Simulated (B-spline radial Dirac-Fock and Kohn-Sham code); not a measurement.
Se²⁻ ([Kr]), inside a Watson sphere of charge +2 and radius 1.683 Å that stands in for a crystal. Computed with a radial B-spline solver: independent-particle rates on relativistic LDA orbitals of the hole state (multipoles to L = 3), energies from Dirac–Fock ΔSCF.

A figure with this caption is to be made: «X-ray emission lines that fill an L2 (2p1/2) hole, broadened by a Lorentzian of 1.6 eV full width, on a logarithmic intensity axis.» What will it show?

The strongest line is L2-M4 (Lβ1) at 1.4212 keV with 96.2 % of the photons, then L2-M1 (Lη) at 1.2422 keV (3.4 %), L2-N1 at 1.4584 keV (0.37 %). The hole has a width of 1.06 eV and a fluorescence yield of 0.0169.

The result:

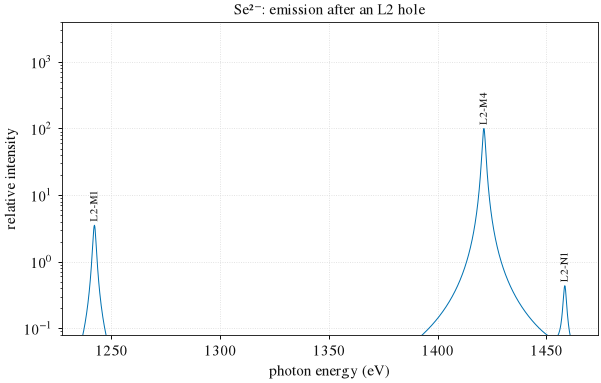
